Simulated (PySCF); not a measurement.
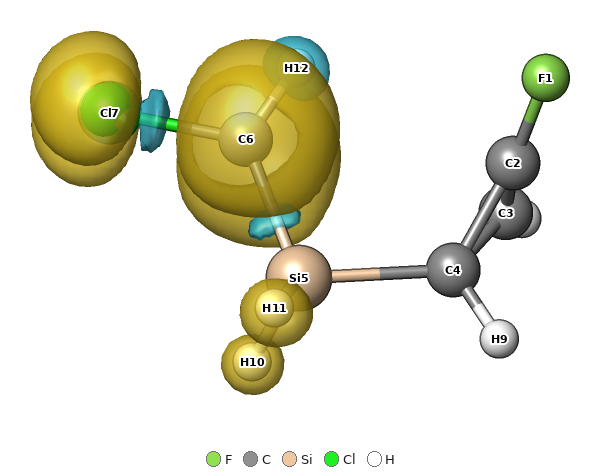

C4H5ClFSi (doublet). Isosurfaces of the spin density (α minus β) at +0.015 (yellow) and −0.015 e/Å³ (cyan), seen at a tilt.

Geometry: GFN2-xTB.

Computed with UKS B3LYP, pcH-1 on C Cl F H Si, non-relativistic, mean-field spin-orbit, GIAO (PySCF).

```xyz
12

F    -1.9827    1.6975   -0.8791
C    -1.6434    0.6291   -0.1854
C    -1.6359   -0.0160    0.9309
C    -0.9317   -0.6778   -0.2708
Si    0.9529   -0.7989   -0.3835
C     1.5955    0.8594    0.1521
Cl    3.2471    1.1554    0.3398
H    -1.8964   -0.1218    1.9531
H    -1.4763   -1.4903   -0.7528
H     1.4513   -1.8564    0.5040
H     1.3333   -1.1133   -1.7679
H     0.9875    1.7324    0.3337
```

**Where is the unpaired spin?**

The unpaired spin (1 electron) lies mostly on C6 (about 0.6) and Cl7 (about 0.2), in electrons by Hirshfeld's partition.
